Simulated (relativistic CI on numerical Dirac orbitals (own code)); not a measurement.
**Run report: Er³⁺, relativistic CI calculation**

System: Er³⁺.
Method: Dirac-Coulomb-Breit CI, KLI orbitals optimised for each configuration, model QED (radiative potential, 1s self-energy scaled to tabulated hydrogen-like ionisation energies), valence Slater integrals scaled by 0.8, multiplet model of photoemission in the sudden approximation in a parametric crystal field (relativistic CI on numerical Dirac orbitals, in-house).

**The input**
```
atom Er  Z=68  charge=3  electrons=65
nucleus A=166  rms_radius_fm=5.2516
hamiltonian dirac-coulomb  breit=on  qed=on  c_scale=1
orbitals kli  potential=per-configuration
slater_scale 0.8
correlation none
mixing on
configurations
  [Xe] 4f11
  [Xe] 4f10
end
photoemission 4f valence T=80 lorentz=0.1 gauss=0.3
crystal_field Oh B40=560 B60=510
```

Hardware: 1 CPU thread, shared host.

The program writes its results to a structured record and prints no log; tables and figures of this report are taken from that record.

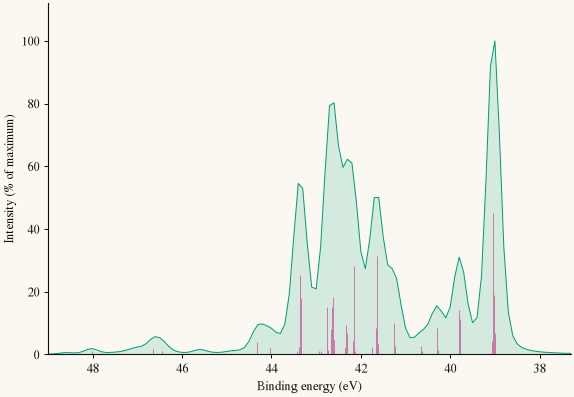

*4f valence photoemission of Er³⁺ (erbium, Z = 68), [Xe] 4f¹¹, in a field of Oh symmetry with B40 = 560, B60 = 510 cm⁻¹ (Wybourne parameters). Sticks are the strongest transitions, on a scale of their own. Multiplet model: relativistic Dirac–Coulomb–Breit theory, one configuration a step, Slater integrals scaled by 0.8, 80 K, Voigt broadening (Lorentzian 0.1 eV, Gaussian 0.3 eV full widths), computed with a radial Dirac CI code.*

The main maxima lie at 39.0 eV (100), 39.8 eV (31), 40.3 eV (16), 41.6 eV (50), 42.3 eV (62), 42.6 eV (80), 43.4 eV (55) and 44.2 eV (10), heights in % of the largest; the centroid is at 41.6 eV. The ground state has S = 1.48.

**Summary**

```tsv
quantity	value
outcome	converged
CPU time	0.65 s
```

**Notes**

To bear in mind: free-ion energies without screening by ligands, so binding energies differ from solids by tens of eV.
